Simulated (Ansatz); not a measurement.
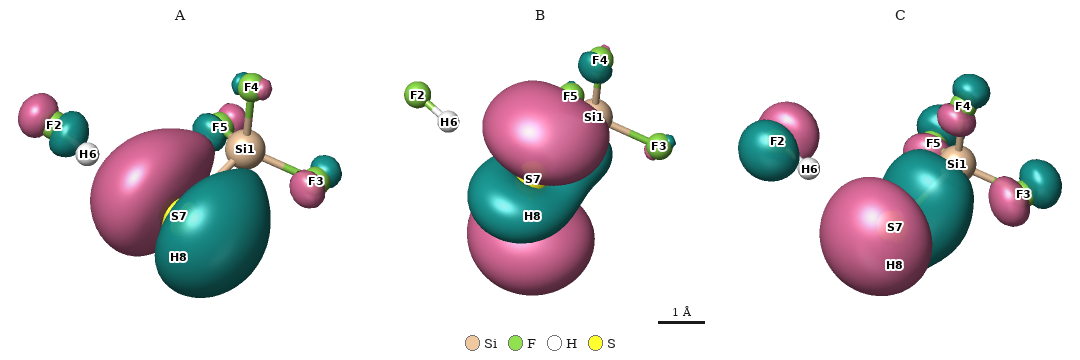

F3HSSi···HF. Three frontier orbitals at ±0.1 Å⁻³ᐟ² (teal and pink are the two phases), in no order.

The product side of a reaction path; geometry: PBE0-D4/def2-TZVP.

Level of theory: RKS PBE0-D4/def2-TZVPP (Ansatz 0.2.0).

Input file:

```
crystal:
  periodic: [false, false, false]
  atoms:
    - {symbol: Si, position_ang: [-0.347088, 0.670485, -0.818760]}
    - {symbol: F, position_ang: [-0.159828, -2.433021, 1.486059]}
    - {symbol: F, position_ang: [0.053251, 1.953225, -1.630706]}
    - {symbol: F, position_ang: [-1.907484, 0.620577, -0.683568]}
    - {symbol: F, position_ang: [0.155863, -0.567893, -1.638929]}
    - {symbol: H, position_ang: [0.047066, -1.526140, 1.466528]}
    - {symbol: S, position_ang: [0.446383, 0.701368, 1.131615]}
    - {symbol: H, position_ang: [1.711737, 0.581499, 0.687762]}
basis:
  gaussian: {orbitals: def2-TZVPP}
hamiltonian: {xc: pbe0, dispersion: d4}
output: {orbitals: {seedname: orbitals}}
```

Command:

```sh
ansatz run in.yaml --threads 8 --pin off --events-out ev --progress --plain --max-ram 19148MiB
```

### Order the three orbitals by energy and name them.

C is the HOMO−1 (−11.05 eV). Its weight (Hirshfeld) is mainly on S7 (about 60 %), F2 (about 10 %) and Si1 (about 10 %). A is the HOMO (−9.28 eV). By Hirshfeld shares it lies mainly on S7 (about 80 %); largely a lone pair of S7. B is the LUMO (−0.61 eV). By Hirshfeld shares it lies mainly on S7 (about 50 %), H8 (about 35 %) and Si1 (about 15 %).

### What is the HOMO–LUMO gap?

8.67 eV between the orbital energies.
